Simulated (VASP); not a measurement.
Consider the following.

```
CELL_PARAMETERS angstrom
      3.98779     0.00000     0.00000
     -1.99389     3.45353     0.00000
      0.00000     0.00000     6.57071
ATOMIC_POSITIONS crystal
  Ga 0.33333 0.66667 0.00053
  Ga 0.66667 0.33333 0.50053
  As 0.33333 0.66667 0.37447
  As 0.66667 0.33333 0.87447
```

Computed with PBEsol GGA, VASP's PBE PAW potentials (set 64) (plane waves; VASP). Numerical set-up: 400 eV cut-off, 9×9×5 Γ-centred mesh, tetrahedra with Blöchl corrections, potentials Ga_d As.

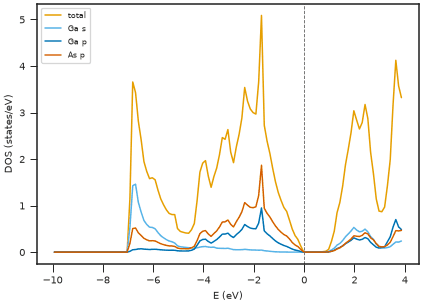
Total and projected density of states, zero at the valence-band maximum

Within 2 eV below the valence-band maximum the largest weight inside VASP's projection spheres is As p, then Ga p.

The gap is direct, 0.45 eV, from the valence maximum at Γ to the conduction minimum at Γ.

The structure was generated: GaAs was put into the wurtzite type (P6_3mc), which need not be its known phase. It was relaxed first.
